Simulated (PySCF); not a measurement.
Si(F)(H)(I)2, SMILES F[SiH](I)I (HFI2Si) at its CAM-B3LYP/def2-SVP optimised geometry (Å):

```
5

Si    -0.3224    -1.1400     0.0000
F     -0.8355    -1.8526     1.3505
I     -1.1458    -2.4221    -1.8881
I     -1.1514     1.1400     0.0000
H      1.1514    -1.1400     0.0000
```

Calculation: CAM-B3LYP/def2-TZVP, def2 effective core potentials past Kr (PySCF). The core electrons that the potentials of I replace are not part of the density. Cells within 0.4 Å of a nucleus heavier than hydrogen are left out (blank, or x).

Map of the Laplacian of the electron density (e/bohr⁵), clipped to [-1.50, 1.50] on the plane z = 0.0 Å:

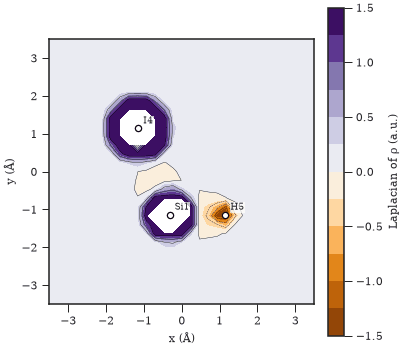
Laplacian of the electron density (e/bohr⁵), clipped to [-1.50, 1.50] on the plane z = 0.0 Å.
